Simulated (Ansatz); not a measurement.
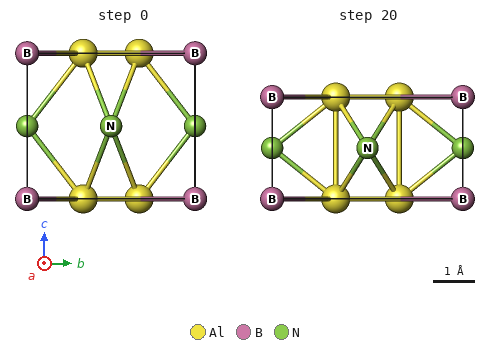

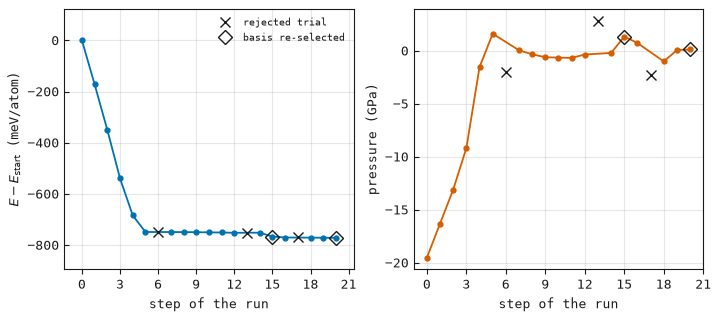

First and last geometry of a relaxation of a crystal of Al₂BN₃ (a generated structure, set up in P6/mmm) (coarse preliminary run), with the history of the run. The picture is a ball-and-stick view of the cell of the calculation, seen along the a axis.

Theory: DFT PBE, scalar-relativistic, plane waves, PAW (Ansatz 0.2.0). Set-up: plane-wave cutoff 420 eV; k-point mesh 6 × 6 × 6; occupations gaussian; smearing width 0.1 eV; no spin polarisation; cell and atoms relaxed; force threshold 0.04 eV/Å; at most 70 steps.

Question: Read the history and describe the run.

Answer: It converged. The atoms keep their places relative to the cell (all moves are under 0.005 Å). The volume changes by −9.8 %, with a = b 4.729 → 5.371 Å (+13.6 %), c 3.554 → 2.485 Å (−30.1 %). Some distances before and after: Al–Al 3.554 → 2.485 Å, Al–B 2.730 → 3.101 Å, Al–N 2.241 → 1.987 Å. Among the angles between lasting bonds that change: Al–N–Al 104.9° → 77.4°, Al–N–Al 75.1° → 102.6°, N–Al–N 104.9° → 77.4°. The space group stays P6/mmm (No. 191). Over 15 accepted moves (20 points after the start) the energy falls by 772 meV per atom. All forces vanish by symmetry, so only the cell relaxes. The pressure goes from −19.52 to 0.12 GPa. The line search rejected the trial steps at points 6, 13, 17 of the run. At 2 points the geometry stayed and the basis and grid were re-selected for the new cell (energy shift of 15.0 meV per atom at most each time). Cost: 48 s on 1 thread of Arm Neoverse V1, with other jobs on the host, peak memory 0.33 GiB.

```
step  E − E(0), meV/atom  pressure, GPa  volume, Å³/atom                      note
   0                0.00         -19.52           11.472                          
   1             -172.43         -16.31           10.921                          
   2             -350.28         -13.10           10.562                          
   3             -539.80          -9.18           10.356                          
   4             -684.11          -1.54            9.989                          
   5             -748.99           1.60           10.036                          
   6             -748.19          -1.98           10.254                  rejected
   7             -749.27           0.04           10.132                          
   8             -749.40          -0.34           10.163                          
   9             -749.89          -0.61           10.193                          
  10             -750.43          -0.65           10.206                          
  11             -751.00          -0.67           10.217                          
  12             -752.16          -0.36           10.253                          
  13             -751.84           2.84           10.065                  rejected
  14             -751.76          -0.21           10.246                          
  15             -766.81           1.34           10.246  same geometry, new basis
  16             -770.59           0.73           10.321                          
  17             -768.28          -2.31           10.483                  rejected
  18             -771.11          -1.01           10.412                          
  19             -771.52           0.06           10.348                          
  20             -772.01           0.12           10.348  same geometry, new basis
```
